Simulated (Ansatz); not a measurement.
The compound is KCoF3 (Pm-3m).

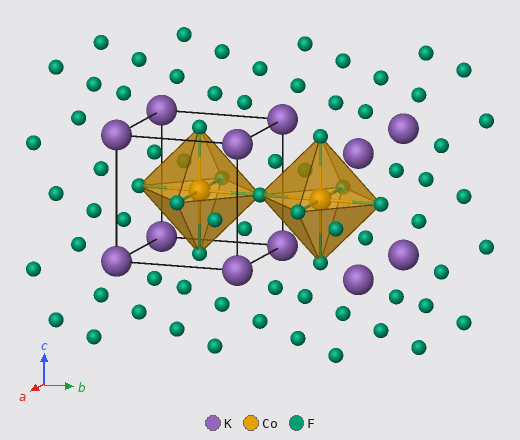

The structure (potassium purple, cobalt orange, fluorine teal). 1×2×1 cells are drawn. Some periodic images of atoms are drawn too.

```xyz
5
Lattice="-4.0710 0.0000 0.0000 0.0000 0.0000 -4.0710 0.0000 -4.0710 0.0000" Properties=species:S:1:pos:R:3 pbc="T T T"
K     0.0000    0.0000    0.0000
Co   -2.0355   -2.0355   -2.0355
F     0.0000   -2.0355   -2.0355
F    -2.0355   -2.0355    0.0000
F    -2.0355    0.0000   -2.0355
```

The cell and positions come from the Crystallography Open Database and are kept as given unless a step says otherwise. The program's search for lower electronic states was switched off, so nothing shows that the state found is the lowest. PAW set soft_2, made with PBE.

A constrained-RPA run (Ansatz 0.2.0; non-magnetic LDA; Co d, bands v4 to c1, 6×6×6 mesh, medium accuracy) builds 5 functions on bands 2.2 eV wide, with 7.0 electrons in the window. The bare on-site interaction is 22.6 eV and the bare J 0.77 eV.

**Question.** Estimate U, U′ and J.

On the Co d shell, U = 7.67 eV (34 % of the bare value), U′ = 6.41 eV, J = 0.64 eV.

The parent state is non-magnetic and the interaction static (zero frequency); U depends on the window and the orbitals, so it belongs to this model alone.

[Paths, hosts, dates, memory and timing lines, banners, echoed tables and standing remarks are left out of the program output.]

[Logs are printed without paths, hosts, clocks, repeated set-up lines and the standing remarks that a program may print on its own settings, such as how far it seeks lower states.]

[Runs of the session that timed out or met a known fault of the program may be left out.]

[Hosts, paths, dates, database ids (printed as entryN), source tags and the programs' standing remarks are cut or masked in the printed files.]
